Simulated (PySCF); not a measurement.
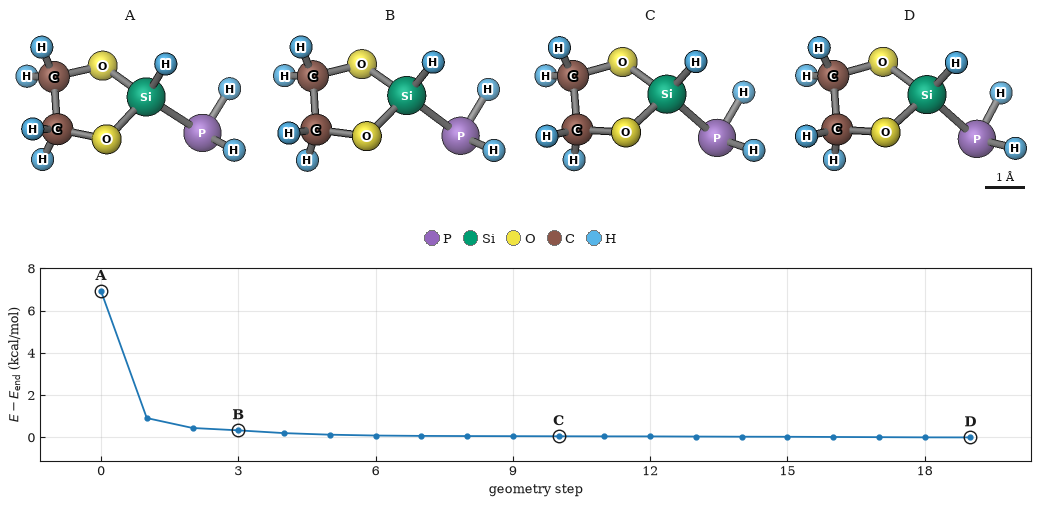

Frames of a relaxation of C$_{2}$H$_{7}$O$_{2}$PSi, marked on the history of the run. Style: ball-and-stick. Shown at a tilt.

The start comes from GFN2-xTB. Its atoms were then displaced at random by about 0.01 Å.

Level of theory: PySCF, PBE0-D3(BJ)/def2-SVP geometry optimisation, gas phase. 

Question: What happens along the run?

Answer: The largest move after the best rigid fit is that of an H atom, 0.35 Å. By element the largest moves are H 0.35 Å, O 0.31 Å, P 0.22 Å, Si 0.12 Å, C 0.04 Å. Among the contacts that change: H–P 1.362 → 1.430 Å, C–O 1.357 → 1.417 Å, O–Si 1.642 → 1.677 Å, P–Si 2.227 → 2.250 Å. Bond angles that change, for instance: P–Si–H 118.4° → 113.9°, O–Si–H 109.7° → 114.0°, Si–P–H 95.1° → 91.7°. The energy falls by 6.93 kcal/mol in 19 geometry steps. Cost: 120 s on 1 thread of Arm Neoverse V2 (shared host). From step 0 to 3: an H atom moves most (0.21 Å), energy −6.60 kcal/mol. From step 3 to 10: an H atom moves most (0.18 Å), energy −0.28 kcal/mol. From step 10 to 19: an H atom moves most (0.08 Å), energy −0.05 kcal/mol.

| step | E − E(0), kcal/mol |
| --- | --- |
| 0 | 0.00 |
| 1 | -6.01 |
| 2 | -6.48 |
| 3 | -6.60 |
| 4 | -6.73 |
| 5 | -6.80 |
| 6 | -6.84 |
| 7 | -6.86 |
| 8 | -6.87 |
| 9 | -6.87 |
| 10 | -6.88 |
| 11 | -6.88 |
| 12 | -6.88 |
| 13 | -6.89 |
| 14 | -6.90 |
| 15 | -6.90 |
| 16 | -6.91 |
| 17 | -6.92 |
| 18 | -6.93 |
| 19 | -6.93 |
